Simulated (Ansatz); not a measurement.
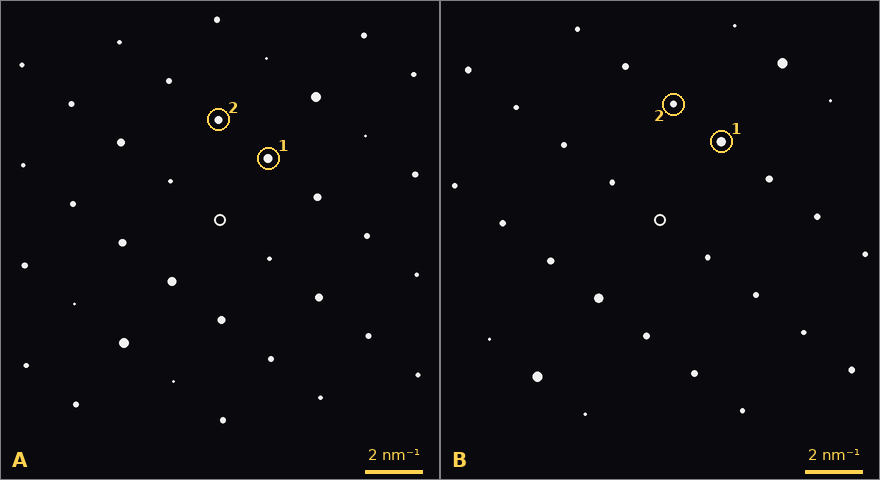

Kinematic electron diffraction patterns (120 kV, B = 0.5 Å², same scale) along [010] of the run's own cell, for the start and the end of one relaxation of Ca2Ga5 with DFT, PAW plane waves, lda in Ansatz 0.2.0. k mesh 3×3×10. The start is a generated model structure, and the relaxation ends in the nearest stationary point of its symmetry, not necessarily the ground state. Spot 1 is 0 0 -1 and spot 2 is -2 0 -1 in both.

Start structure:

```
CELL_PARAMETERS angstrom
9.35547 0.00000 0.00000
0.00000 9.35547 0.00000
0.00000 0.00000 2.86124
ATOMIC_POSITIONS crystal
Ga 0.50000 0.00000 0.00000
Ga 0.00000 0.50000 0.00000
Ga 0.20460 0.06350 0.00000
Ga 0.93650 0.20460 0.00000
Ga 0.79540 0.93650 0.00000
Ga 0.06350 0.79540 0.00000
Ga 0.70460 0.43650 0.00000
Ga 0.43650 0.29540 0.00000
Ga 0.29540 0.56350 0.00000
Ga 0.56350 0.70460 0.00000
Ca 0.67820 0.17820 0.50000
Ca 0.82180 0.67820 0.50000
Ca 0.32180 0.82180 0.50000
Ca 0.17820 0.32180 0.50000
```

Question: Which pattern belongs to the start structure, and which to the relaxed one?

Answer: B is the start: its cell gives d(1) = 2.861 Å, d(2) = 2.441 Å and an angle of 31.5°. A is the relaxed structure, with d(1) = 3.650 Å (+27.6 %), d(2) = 2.842 Å (+16.5 %) and 38.9°.

Question: Name reflections whose intensity changes strongly on relaxation.

Answer: 4 0 0 goes from 11 to 34 % of the strongest spot.

Question: Summarise the relaxation behind the change.

Answer: The volume changed by +19.7 % to 21.41 Å³ an atom; with the mean shift removed, the atoms moved by up to 0.26 Å relative to the cell (Ca most); the space group stayed P4/mbm (No. 127); the free energy fell by 160 meV an atom. Relaxed cell: a = 9.061 Å, b = 9.061 Å, c = 3.650 Å, α = 90.00°, β = 90.00°, γ = 90.00°.
